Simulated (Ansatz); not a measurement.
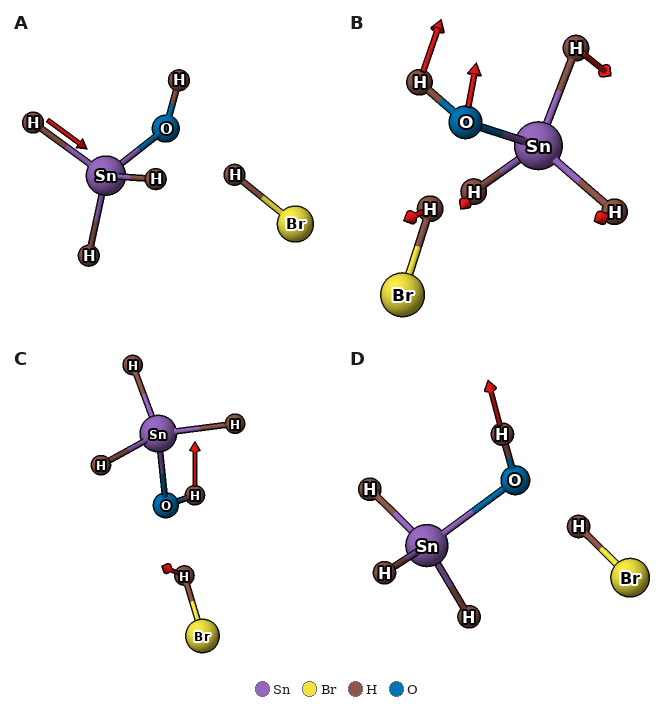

4 normal modes of one molecule or complex, as arrows. Harmonic vibrations computed with RKS PBE0-D4/def2-TZVP, core potentials on Sn (Ansatz 0.2.0) at a stationary point of the same level.

Match the panels to the wavenumbers 162 cm⁻¹, 927 cm⁻¹, 1967 cm⁻¹, 3884 cm⁻¹.

A: 1967 cm⁻¹, Sn–H stretching
B: 162 cm⁻¹
C: 927 cm⁻¹, H–O–Sn bending
D: 3884 cm⁻¹, O–H stretching
